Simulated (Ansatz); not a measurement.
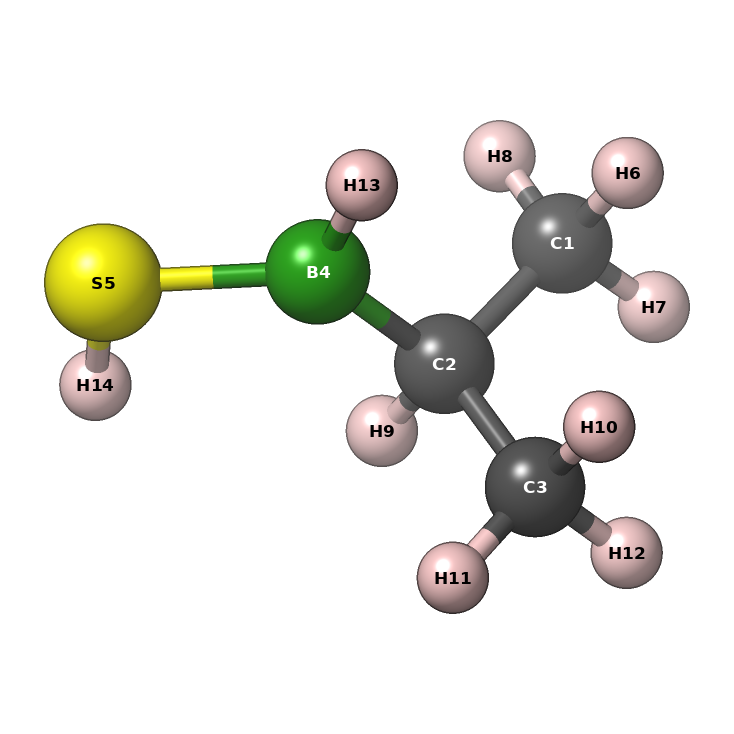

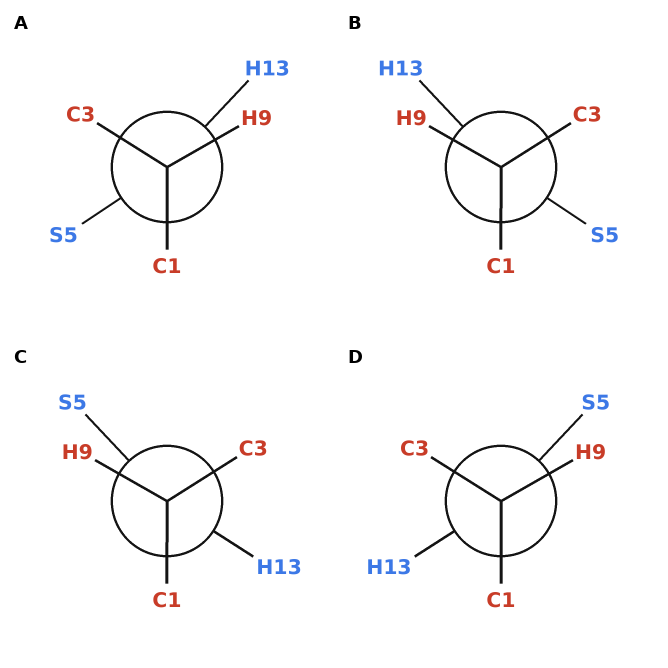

Atoms fade into the background with distance from the viewer. Bonds that would overlap in a projection are set slightly apart. The computed structure is the end point of a PBE-D4/def2-SVP optimisation. No frequency run is at hand to confirm it as a minimum.

Which Newman projection shows the view along C2–B4, with C2 in front?

Answer. C. The torsion angle C1–C2–B4–S5 is 124°, anticlinal.
